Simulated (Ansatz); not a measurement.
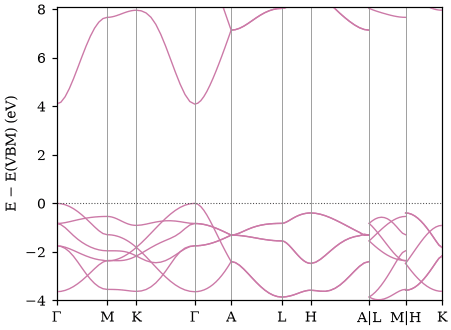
Figure: Band structure from the program Ansatz at the r²SCAN level (PAW)

Problem. Read off the gap and where the band edges lie.

Solution. About 4.1 eV (4.09 eV by a search for the band edges); maximum at Γ, minimum at Γ.

Problem. Which of these materials gives this?
A. MgO, P6_3/mmc (Mg on 2c, O on 2d)
B. CaAl2O4, P6_3 (Pearson symbol hP42)
C. C, P6_3/mmc (C on 4e, C on 4f)
D. AlN, wurtzite

Solution. A, MgO, P6_3/mmc (Mg on 2c, O on 2d)

The first step of the workflow began from a Materials Project structure, measured or hypothetical; the Crystallography Open Database copy checked does not list it. It is not the phase usual at ambient conditions (space group No. 225). The cell was relaxed with r²SCAN under the symmetry of its start; whether a distortion lowers the energy is not shown.

Potentials: the earlier of the program's two PAW sets. The files were generated under PBE; for other functionals the program regenerates the frozen cores, and for LDA and PBEsol the local potential too.
